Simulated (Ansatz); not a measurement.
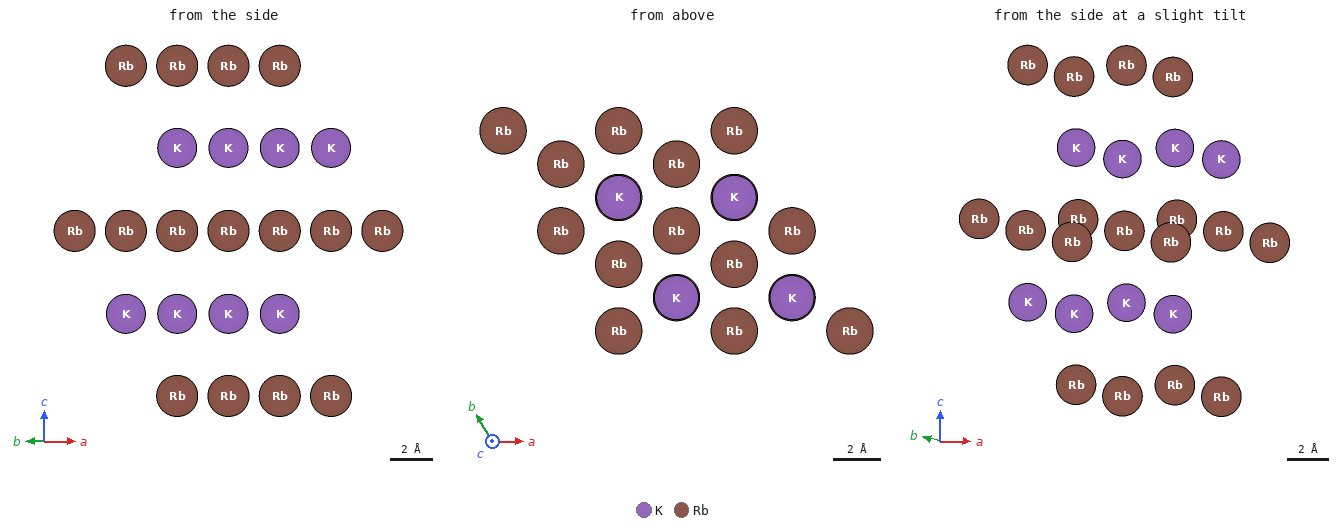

A spheres-only picture of a periodic slab, seen from the side, from above and from the side at a slight tilt. The surface normal points up in side views; the vacuum is left out. 2×2 cells are drawn in the plane, with atoms at the edges repeated.

The cell holds 2 K, 3 Rb.

### What is exposed at the top and at the bottom?

The top face ends in Rb, the bottom face in Rb. The two faces are alike.

### How far does the slab extend along the normal?

About 16 Å from the lowest to the highest atom.

### Go down through the slab and list the planes.

Five planes: Rb / K / Rb / K / Rb.

It goes back to a structure type filled with these elements by a generator (whether the compound takes this form wasn't checked). The structure drawn was relaxed with DFT PBE, scalar-relativistic, plane waves, PAW in Ansatz 0.2.0.
